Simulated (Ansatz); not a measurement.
Given this structure, the geometry relaxed with Ansatz 0.2.0, DFT PBE, scalar-relativistic, plane waves, PAW; the starting structure was generated, so it need not be a known form of this composition, written in its standard cell:

```cif
data_structure
_symmetry_space_group_name_H-M 'P 1'
_symmetry_Int_Tables_number 1
_cell_length_a 4.2435
_cell_length_b 4.2435
_cell_length_c 7.5742
_cell_angle_alpha 90.000
_cell_angle_beta 90.000
_cell_angle_gamma 90.000
_cell_volume 136.39
loop_
_atom_site_label
_atom_site_type_symbol
_atom_site_fract_x
_atom_site_fract_y
_atom_site_fract_z
_atom_site_occupancy
Al1 Al 0.00000 0.50000 0.80584 1
Al2 Al 0.50000 0.00000 0.19416 1
As1 As 0.00000 0.00000 0.00000 1
As2 As 0.50000 0.50000 0.00000 1
As3 As 0.00000 0.50000 0.48668 1
As4 As 0.50000 0.00000 0.51332 1
```

Predict the [221] zone-axis pattern (200 kV, kinematic, B = 0.5 Å²).

The spots form a centred rectangular net whose two shortest vectors correspond to d = 3.00 Å and 2.83 Å, 61.9° apart. They are -1 1 0 and -1 0 2. The pattern has symmetry 2mm. Reflections such as 1 1 -4, 1 -3 4, 3 -1 -4 are allowed but too weak to see at this display level.

Strongest reflections with d > 0.89 Å, one of each family (|F|² from tabulated Gaussian fits of the electron scattering factors, times a small damping for the curvature of the Ewald sphere):

```tsv
hkl	d (Å)	I (strongest = 100)
2 -2 0	1.500	100
2 0 -4	1.413	57
1 -1 0	3.001	24
1 0 -2	2.826	18
2 -1 -2	1.697	5
2 1 -6	1.051	5
```

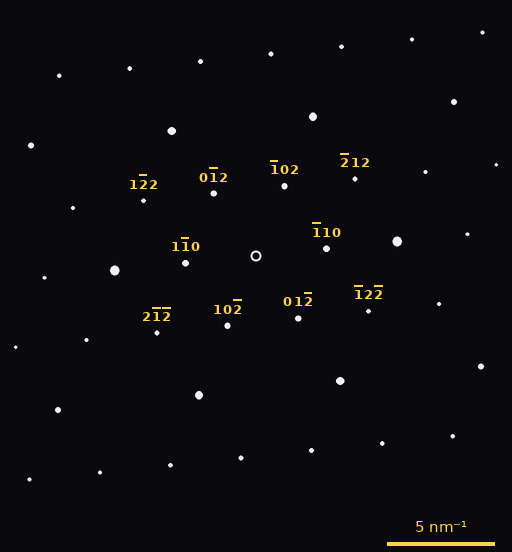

Calculated pattern, seen from the source side with [221] pointing towards the source.
